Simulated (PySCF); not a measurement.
# C₆H₁₁N₃ (SMILES CCn1nc(C)c(C)n1): what the fields show

```xyz
20

C     3.0181   -0.4189    0.6680
C     2.3238    0.5035   -0.3304
N     0.9002    0.3406   -0.2766
N     0.2608   -0.5465   -1.0037
C    -1.0127   -0.4349   -0.6445
C    -2.1040   -1.2524   -1.2296
C    -1.0902    0.5697    0.3409
C    -2.2844    1.0803    1.0584
N     0.1393    1.0286    0.5433
H     2.7832   -1.4567    0.4445
H     2.6851   -0.1938    1.6782
H     4.0944   -0.2812    0.6135
H     2.6422    0.2718   -1.3490
H     2.5423    1.5483   -0.0996
H    -1.6915   -1.9354   -1.9665
H    -2.8421   -0.6098   -1.7090
H    -2.6083   -1.8243   -0.4510
H    -2.7740    0.2730    1.6025
H    -1.9853    1.8555    1.7579
H    -3.0018    1.4932    0.3498
```

Geometry: GFN2-xTB.

Method: PBE0/pcSseg-1, SCF density, gas phase, non-relativistic (PySCF 2.14.0).

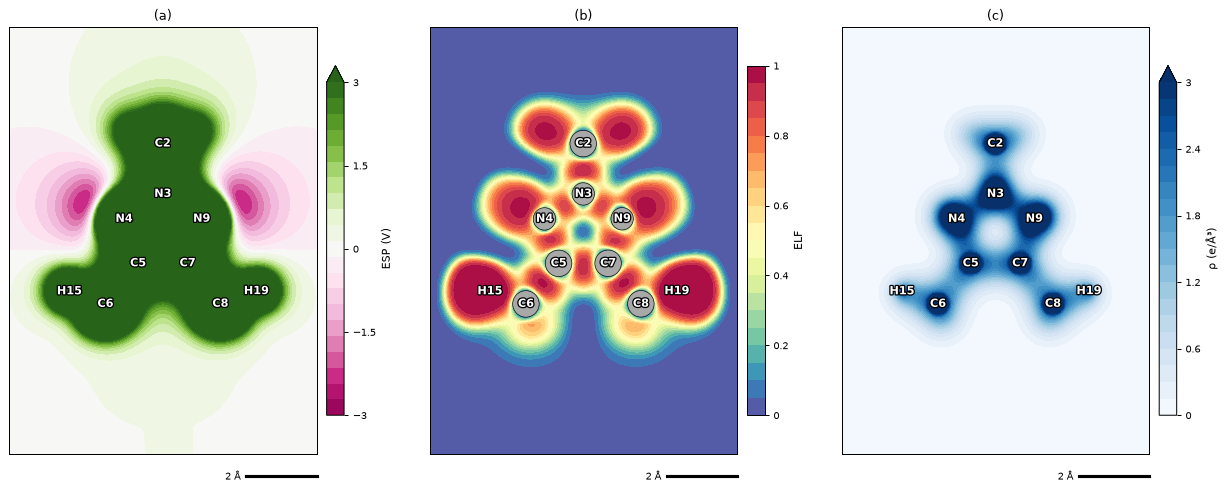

Figure 1. (a) electrostatic potential; (b) ELF; (c) electron density on the plane of atoms C5, C6 and H15. Grey discs cover the atomic cores in the ELF map.

> Interpret the plot.

The plane passes through C, N and H nuclei.
N–N (1.31 Å): the density is about 2.7 e/Å³ at the midpoint; the ELF peaks at about 0.90 between the atoms; localised, covalent bonding.
C–N (1.33 Å): the density is about 2.5 e/Å³ at the midpoint; the ELF peaks at about 0.90 between the atoms (localised, covalent bonding).
C–C (1.41 Å): ρ at the midpoint is about 2 e/Å³; the ELF peaks at about 0.95 between the atoms, as expected for a covalent bond.
C–H (1.09 Å): ρ is about 2 e/Å³ halfway; the ELF climbs to about 1 towards the hydrogen, as it does in any bond to H: an ordinary covalent bond to hydrogen.
C–N (1.43 Å): ρ at the midpoint is about 2 e/Å³; the ELF peaks at about 0.95 between the atoms; a covalent bond.
The ELF also peaks beside N4 and N9, away from the bonds: lone-pair regions.
Outside the dense part of the molecule the potential is most negative (−2.4 V) near N4 and N9.

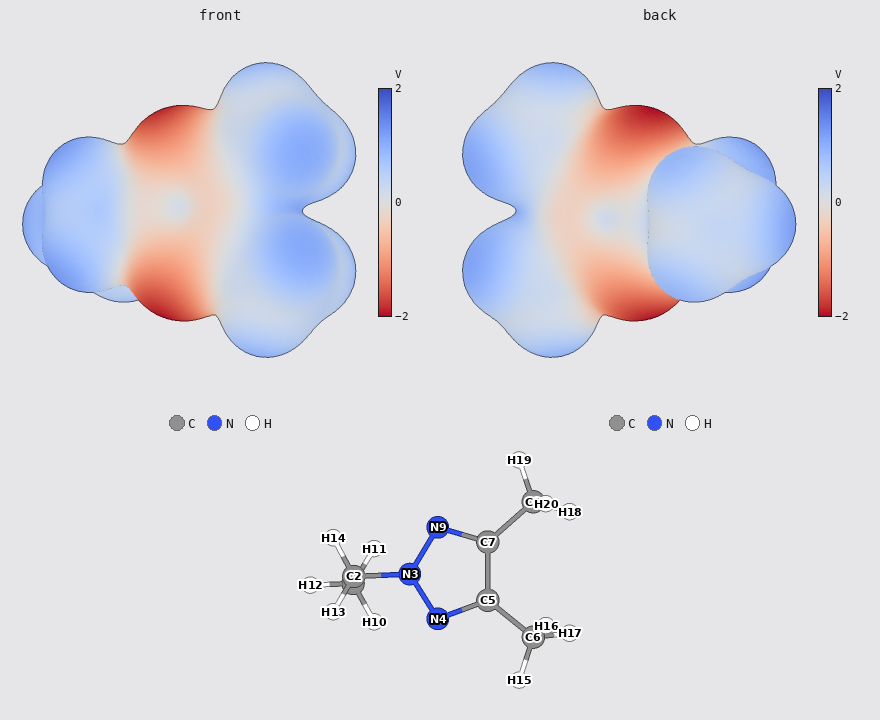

Figure 2. The molecular electrostatic potential painted on the density surface at 0.004 e/bohr³, seen from the front and from behind; the colour scale runs from red (negative) to blue (positive). The bare structure is drawn below in the same view.

> Where is the surface potential most negative and most positive?

The most negative region (about −1.9 V, or −44 kcal/mol for a unit charge) lies over N4 and N9, the most positive (about +1.2 V, or +28 kcal/mol for a unit charge) over H13 and H14.

> How polar is the molecule by this calculation?

Its dipole moment is 0.24 D.
